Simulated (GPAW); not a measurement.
## Property calculation of InCl2

The run: property calculation of InCl2, multiplicity 2, SMILES [Cl][In][Cl]. Method and program: PBE/dzp, UKS, scalar-relativistic datasets (GPAW 26.7.0).

The geometry comes from this level: GFN2-xTB.

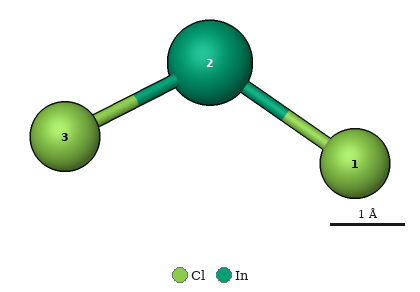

Fig. 1: The structure (ball-and-stick view, seen at a tilt; atoms are numbered from 1 in the order of the input). Sticks mark near contacts.

Input (gs.py)
```python
import numpy as np
from ase.io.zmatrix import parse_zmatrix
from ase.units import Debye
from gpaw import GPAW

# Set up the molecule
zmat = """
Cl
In 1 r2
Cl 2 r3 1 a3
"""
values = dict(r2=2.406666, r3=2.40653, a3=115.87402)
atoms = parse_zmatrix(zmat, defs=values)
atoms.center(vacuum=4.5)
atoms.set_initial_magnetic_moments([0.333333, 0.333333, 0.333333])

# GPAW settings
calc = GPAW(mode='lcao',
            h=0.18,
            symmetry='off',
            basis='dzp',
            maxiter=150,
            occupations={'name': 'fermi-dirac', 'width': 0.0, 'fixmagmom': True},
            xc='PBE',
            txt='-')
atoms.calc = calc

energy = atoms.get_potential_energy()
print(f'Energy: {energy:.5f} eV')
forces = atoms.get_forces()
print('Forces (eV/Ang)')
for symbol, f in zip(atoms.symbols, forces):
    print(f'{symbol:2} {f[0]:9.4f} {f[1]:9.4f} {f[2]:9.4f}')
dipole = atoms.get_dipole_moment() / Debye
print(f'Dipole = {np.linalg.norm(dipole):.3f} D')
print('Moments:', atoms.get_magnetic_moments().round(3))
```

Launched with:
```bash
OMP_NUM_THREADS=1 python gs.py
```

What the program printed
```
__  _  _
 | _ |_)|_||  |
 |__||  | ||/\| - 26.7.0

units:  Angstrom and eV
cores:  1
OpenMP: False

Versions:
  Python: 3.12.14
  ASE:    3.29.0
  Numpy:  2.5.5
  Scipy:  1.18.1
  Libxc:  7.0.0

        _gpaw.cpython-312-aarch64-linux-gnu.so

Input parameters:
  mode=LCAO(),
  basis={'default': 'dzp'},
  h=0.18,
  maxiter=150,
  occupations=Occupations(name='fermi-dirac', width=0.0, fixmagmom=True),
  symmetry=Symmetry(point_group=False, time_reversal=False),
  xc=XC(name='PBE')
        .------------------------------.
       /|                              |
      / |                              |
     /  |                              |
    /   |                              |
   /    |                              |
  /     |                              |
 *      |                              |
 |      |                Cl            |
 |      |                              |
 |      |      Cl    In                |
 |      .------------------------------.
 |     /                              /
 |    /                              /
 |   /                              /
 |  /                              /
 | /                              /
 |/                              /
 *------------------------------*

Atoms  # Å, Bohr magnetons
|   | symbol |        x |        y |        z |    initial magnetic moments |
|---|--------|----------|----------|----------|-----------------------------|
| 0 |     Cl | 4.500000 | 4.500000 | 4.500000 | ( 0.0000,  0.0000,  0.3333) |
| 1 |     In | 6.906666 | 4.500000 | 4.500000 | ( 0.0000,  0.0000,  0.3333) |
| 2 |     Cl | 7.956861 | 6.665289 | 4.500000 | ( 0.0000,  0.0000,  0.3333) |

Unit cell  # Å
| periodic |         x |         y |        z |   lengths |    angles |
|----------|-----------|-----------|----------|-----------|-----------|
|       no | 12.456861 |  0.000000 | 0.000000 | 12.456861 | 90.000000 |
|       no |  0.000000 | 11.165289 | 0.000000 | 11.165289 | 90.000000 |
|       no |  0.000000 |  0.000000 | 9.000000 |  9.000000 | 90.000000 |

Number of symmetries: 1
Symmetry operations  # r_c * U_cc + t_c -> r_c
|   | kind |            matrix            |
|---|------|------------------------------|
| 0 |  E   |  1, 0, 0,  0, 1, 0,  0, 0, 1 |

BZ-sampling:
  Number of BZ points: 1
  Number of IBZ points: 1

  Monkhorst-Pack size: [1, 1, 1]
  Monkhorst-Pack shift: [0, 0, 0]

K-points  # in reciprocal-cell coordinates
|   |                                coordinates |     weight |
|---|--------------------------------------------|------------|
| 0 | (  0.00000000,   0.00000000,   0.00000000) | 1.00000000 |

basis functions: 49
Spin-components: 2 (collinear spins)
Bands:           17
Projectors:      16
Spin-degeneracy: 1
Datatype:        <class 'float'>

  Storage: CPU
  Wave functions: 13_328 bytes (13_328 per core)

Parallelization:
  kpt:    1
  domain: 1
  band:   1

Density:
  Valence electrons: 27.0
  Components: 2
  Grid points: [68 64 52]
  Charge: 0.0  # |e|

Potential:
  Grid points: [68 64 52]

species:
  Cl:
    name:    Chlorine
    Z:       17.0
    valence: 7
    core:    10
    charge:  0.0  # [|e|]
    file:    Cl.PBE.gz
    compensation charges:
      type: gauss
      rc: 0.25  # [Å]
      lmax: 2
    cutoffs:
      filter: 1.40  # [Å]
      core: 1.49  # [Å]
    projectors
    | kind |    occ | energy [eV] | rcut [Å] |
    |------|--------|-------------|----------|
    |   3s |  2.000 |     -20.689 |    0.794 |
    |   3p |  5.000 |      -8.594 |    0.794 |
    |    s |        |       6.523 |    0.794 |
    |    p |        |      18.617 |    0.794 |
    |    d |        |       0.000 |    0.794 |

    LCAO basis set for Cl:
      Name: dzp
      File: Cl.dzp.basis.gz
      Number of radial functions: 5
      Number of spherical harmonics: 13
        l=0, rc=5.1719 Bohr: 3s-sz confined orbital
        l=1, rc=6.2656 Bohr: 3p-sz confined orbital
        l=0, rc=2.8281 Bohr: 3s-dz split-valence wave
        l=1, rc=3.5156 Bohr: 3p-dz split-valence wave
        l=2, rc=6.2656 Bohr: d-type Gaussian polarization
      Number of RI-basis functions 0

  In:
    name:    Indium
    Z:       49.0
    valence: 13
    core:    36
    charge:  0.0  # [|e|]
    file:    In.PBE.gz
    compensation charges:
      type: gauss
      rc: 0.36  # [Å]
      lmax: 2
    cutoffs:
      filter: 2.09  # [Å]
      core: 2.48  # [Å]
    projectors
    | kind |    occ | energy [eV] | rcut [Å] |
    |------|--------|-------------|----------|
    |   5s |  2.000 |      -8.203 |    1.185 |
    |   5p |  1.000 |      -2.521 |    1.244 |
    |   4d | 10.000 |     -18.629 |    1.148 |
    |    s |        |      19.008 |    1.185 |
    |    p |        |      24.691 |    1.244 |
    |    d |        |       8.583 |    1.148 |

    LCAO basis set for In:
      Name: dzp
      File: In.dzp.basis.gz
      Number of radial functions: 7
      Number of spherical harmonics: 23
        l=0, rc=7.7188 Bohr: 5s-sz confined orbital
        l=1, rc=10.7500 Bohr: 5p-sz confined orbital
        l=2, rc=4.4219 Bohr: 4d-sz confined orbital
        l=0, rc=4.5312 Bohr: 5s-dz split-valence wave
        l=1, rc=6.4688 Bohr: 5p-dz split-valence wave
        l=2, rc=2.7344 Bohr: 4d-dz split-valence wave
        l=2, rc=10.7500 Bohr: d-type Gaussian polarization
      Number of RI-basis functions 0

Reference energy: -185085.318452  # eV

eigensolver:
  <gpaw.new.lcao.eigensolver.LCAOEigensolver object at 0xf0a8e4bbb410>
density mixing:
  MSR1-Mixer
  Pratt-step length: 0.05
  Maximum mixing coefficient: 0.75
  Old densities: 10
  SVD Regularization: 0.005
  Good broyden scale: 1.0
  Trust region scale: 1.0
  Backstep threshold: 4.0
  History deletion threshold: 6.0
  Fourier metric: weight=20.0, sigma=0.015

occupation numbers:
  Fixed magnetic moment: 1.000
  # Zero width

FastPoissonSolver using
    Stencil: 6*3+1=19 point O(h^6) finite-difference Laplacian
    FFT axes: []
    FST axes: [np.int64(2), np.int64(1), np.int64(0)]

xc functional:
  name: PBE with 2 nearest neighbor stencil
interpolation: tri-quintic # 5. degree polynomial

        .------------------------------.
       /|                              |
      / |                              |
     /  |                              |
    /   |                              |
   /    |                              |
  /     |                              |
 *      |                              |
 |      |                Cl            |
 |      |                              |
 |      |      Cl    In                |
 |      .------------------------------.
 |     /                              /
 |    /                              /
 |   /                              /
 |  /                              /
 | /                              /
 |/                              /
 *------------------------------*

Atoms  # Å, Bohr magnetons
|   | symbol |        x |        y |        z |    initial magnetic moments |
|---|--------|----------|----------|----------|-----------------------------|
| 0 |     Cl | 4.500000 | 4.500000 | 4.500000 | ( 0.0000,  0.0000,  0.3333) |
| 1 |     In | 6.906666 | 4.500000 | 4.500000 | ( 0.0000,  0.0000,  0.3333) |
| 2 |     Cl | 7.956861 | 6.665289 | 4.500000 | ( 0.0000,  0.0000,  0.3333) |

Unit cell  # Å
| periodic |         x |         y |        z |   lengths |    angles |
|----------|-----------|-----------|----------|-----------|-----------|
|       no | 12.456861 |  0.000000 | 0.000000 | 12.456861 | 90.000000 |
|       no |  0.000000 | 11.165289 | 0.000000 | 11.165289 | 90.000000 |
|       no |  0.000000 |  0.000000 | 9.000000 |  9.000000 | 90.000000 |

Number of symmetries: 1
Symmetry operations  # r_c * U_cc + t_c -> r_c
|   | kind |            matrix            |
|---|------|------------------------------|
| 0 |  E   |  1, 0, 0,  0, 1, 0,  0, 0, 1 |

BZ-sampling:
  Number of BZ points: 1
  Number of IBZ points: 1

  Monkhorst-Pack size: [1, 1, 1]
  Monkhorst-Pack shift: [0, 0, 0]

K-points  # in reciprocal-cell coordinates
|   |                                coordinates |     weight |
|---|--------------------------------------------|------------|
| 0 | (  0.00000000,   0.00000000,   0.00000000) | 1.00000000 |

basis functions: 49
Spin-components: 2 (collinear spins)
Bands:           17
Projectors:      16
Spin-degeneracy: 1
Datatype:        <class 'float'>

  Storage: CPU
  Wave functions: 13_328 bytes (13_328 per core)

Parallelization:
  kpt:    1
  domain: 1
  band:   1

Density:
  Valence electrons: 27.0
  Components: 2
  Grid points: [68 64 52]
  Charge: 0.0  # |e|

Potential:
  Grid points: [68 64 52]

species:
  Cl:
    name:    Chlorine
    Z:       17.0
    valence: 7
    core:    10
    charge:  0.0  # [|e|]
    file:    Cl.PBE.gz
    compensation charges:
      type: gauss
      rc: 0.25  # [Å]
      lmax: 2
    cutoffs:
      filter: 1.40  # [Å]
      core: 1.49  # [Å]
    projectors
    | kind |    occ | energy [eV] | rcut [Å] |
    |------|--------|-------------|----------|
    |   3s |  2.000 |     -20.689 |    0.794 |
    |   3p |  5.000 |      -8.594 |    0.794 |
    |    s |        |       6.523 |    0.794 |
    |    p |        |      18.617 |    0.794 |
    |    d |        |       0.000 |    0.794 |

    LCAO basis set for Cl:
      Name: dzp
      File: Cl.dzp.basis.gz
      Number of radial functions: 5
      Number of spherical harmonics: 13
        l=0, rc=5.1719 Bohr: 3s-sz confined orbital
        l=1, rc=6.2656 Bohr: 3p-sz confined orbital
        l=0, rc=2.8281 Bohr: 3s-dz split-valence wave
        l=1, rc=3.5156 Bohr: 3p-dz split-valence wave
        l=2, rc=6.2656 Bohr: d-type Gaussian polarization
      Number of RI-basis functions 0

  In:
    name:    Indium
    Z:       49.0
    valence: 13
    core:    36
    charge:  0.0  # [|e|]
    file:    In.PBE.gz
    compensation charges:
      type: gauss
      rc: 0.36  # [Å]
      lmax: 2
    cutoffs:
      filter: 2.09  # [Å]
      core: 2.48  # [Å]
    projectors
    | kind |    occ | energy [eV] | rcut [Å] |
    |------|--------|-------------|----------|
    |   5s |  2.000 |      -8.203 |    1.185 |
    |   5p |  1.000 |      -2.521 |    1.244 |
    |   4d | 10.000 |     -18.629 |    1.148 |
    |    s |        |      19.008 |    1.185 |
    |    p |        |      24.691 |    1.244 |
    |    d |        |       8.583 |    1.148 |

    LCAO basis set for In:
      Name: dzp
      File: In.dzp.basis.gz
      Number of radial functions: 7
      Number of spherical harmonics: 23
        l=0, rc=7.7188 Bohr: 5s-sz confined orbital
        l=1, rc=10.7500 Bohr: 5p-sz confined orbital
        l=2, rc=4.4219 Bohr: 4d-sz confined orbital
        l=0, rc=4.5312 Bohr: 5s-dz split-valence wave
        l=1, rc=6.4688 Bohr: 5p-dz split-valence wave
        l=2, rc=2.7344 Bohr: 4d-dz split-valence wave
        l=2, rc=10.7500 Bohr: d-type Gaussian polarization
      Number of RI-basis functions 0

Reference energy: -185085.318452  # eV

eigensolver:
  <gpaw.new.lcao.eigensolver.LCAOEigensolver object at 0xf0a8e27cdeb0>
density mixing:
  MSR1-Mixer
  Pratt-step length: 0.05
  Maximum mixing coefficient: 0.75
  Old densities: 10
  SVD Regularization: 0.005
  Good broyden scale: 1.0
  Trust region scale: 1.0
  Backstep threshold: 4.0
  History deletion threshold: 6.0
  Fourier metric: weight=20.0, sigma=0.015

occupation numbers:
  Fixed magnetic moment: 1.000
  # Zero width

FastPoissonSolver using
    Stencil: 6*3+1=19 point O(h^6) finite-difference Laplacian
    FFT axes: []
    FST axes: [np.int64(2), np.int64(1), np.int64(0)]

xc functional:
  name: PBE with 2 nearest neighbor stencil
interpolation: tri-quintic # 5. degree polynomial

Initialization done in: 4.264 s

convergence criteria:
- Maximum [total energy] change in last 3 cyles: 0.0005 eV / valence electron
- Maximum integral of absolute [dens]ity change: 0.0001 electrons / valence electron
- Maximum integral of absolute [eigenst]ate change: 4e-08 eV^2 / valence electron
maximum number of iterations: 150

SCF iterations
|iter     |     time |      energy | eigst |  dens |  magmom |
|---------|----------|-------------|-------|-------|---------|
|iter:   1| 00:00:04 |   -6.855511 |      c|       |  +1.0035|
|iter:   2| 00:00:05 |   -6.746340 |      c| -1.01 |  +1.0033|
|iter:   3| 00:00:06 |   -6.399346 |      c| -1.04 |  +1.0011|
|iter:   4| 00:00:07 |   -6.406057 |      c| -1.59 |  +1.0003|
|iter:   5| 00:00:08 |   -6.406693c|      c| -2.05 |  +1.0001|
|iter:   6| 00:00:09 |   -6.406895c|      c| -2.63 |  +1.0000|
|iter:   7| 00:00:10 |   -6.406929c|      c| -3.12 |  +1.0000|
|iter:   8| 00:00:11 |   -6.406930c|      c| -3.89 |  +1.0000|
|iter:   9| 00:00:12 |   -6.406930c|      c| -4.40c|  +1.0000|

Converged in 9 steps
SCF loop duration: 7.731 s (0.859 s/step)
Energy contributions relative to reference atoms: (reference = -185085.318452)

Energy contributions:
  Kinetic:          21.640716
  Coulomb:         -19.045311
  Zero:              0.142311
  External:          0.000000
  Xc:               -9.144646
  Entropy:           0.000000
  Spinorbit:         0.000000
  ----------------------------
  Free energy:      -6.406930
  Extrapolated:     -6.406930

dipole moment: (0.274783, -0.441647, -0.000000)  # |e|*Ang

Total magnetic moment: (0.000000, 0.000000, 0.999997)

Local magnetic moments
|        x |        y |        z |
|----------|----------|----------|
| 0.000000 | 0.000000 | 0.101696 |  # Cl   0
| 0.000000 | 0.000000 | 0.205969 |  # In   1
| 0.000000 | 0.000000 | 0.101671 |  # Cl   2

Fermi levels: -5.890, -5.141
Eigenvalues  # (at kpt = [0.000, 0.000, 0.000])
| band index |      eig [eV] | occ [0-1] |      eig [eV] | occ [0-1] |
|------------|---------------|-----------|---------------|-----------|
|          0 |       -20.441 |     1.000 |       -20.287 |     1.000 |
|        ... |               |           |               |           |
|          5 |       -19.099 |     1.000 |       -18.932 |     1.000 |
|          6 |       -18.849 |     1.000 |       -18.659 |     1.000 |
|          7 |       -10.524 |     1.000 |       -10.197 |     1.000 |
|          8 |        -8.592 |     1.000 |        -8.235 |     1.000 |
|          9 |        -7.532 |     1.000 |        -7.435 |     1.000 |
|         10 |        -7.506 |     1.000 |        -7.354 |     1.000 |
|         11 |        -7.227 |     1.000 |        -7.141 |     1.000 |
|         12 |        -7.144 |     1.000 |        -7.049 |     1.000 |
|         13 |        -5.890 |     1.000 |        -5.141 |     0.000 |
|         14 |        -2.579 |     0.000 |        -2.167 |     0.000 |
|         15 |        -0.862 |     0.000 |        -0.508 |     0.000 |
|         16 |        -0.065 |     0.000 |         0.359 |     0.000 |

Gap: 1.160 eV
Transition (v -> c):
  (s=1, k=0, n=12, [0.00, 0.00, 0.00]) -> (s=0, k=0, n=13, [0.00, 0.00, 0.00])
No difference between direct/indirect transitions
vacuum-level: 0.000  # V
Energy: -6.40693 eV

Forces  # eV/Ang
|        x |        y |        z |
|----------|----------|----------|
|  0.09791 | -0.03848 | -0.00000 |  # Cl   0
| -0.09815 |  0.13017 | -0.00000 |  # In   1
|  0.00184 | -0.09680 | -0.00000 |  # Cl   2

Force computation time: 0.245  # s
Forces (eV/Ang)
Cl    0.0979   -0.0385   -0.0000
In   -0.0982    0.1302   -0.0000
Cl    0.0018   -0.0968   -0.0000
Dipole = 2.498 D
Moments: [0.102 0.206 0.102]
```

Summary

| quantity | value |
| --- | --- |
| outcome | converged |
| energy relative to the program's reference atoms | −6.4069 eV |
| basis functions | 49 |
| largest force | 0.163 eV/Å |
| dipole moment | 2.50 D |
| hardware | 1 thread of Arm Neoverse V2, 24 GiB of memory available, shared host |
| wall time | 13 s |
| peak memory | 0.83 GiB |
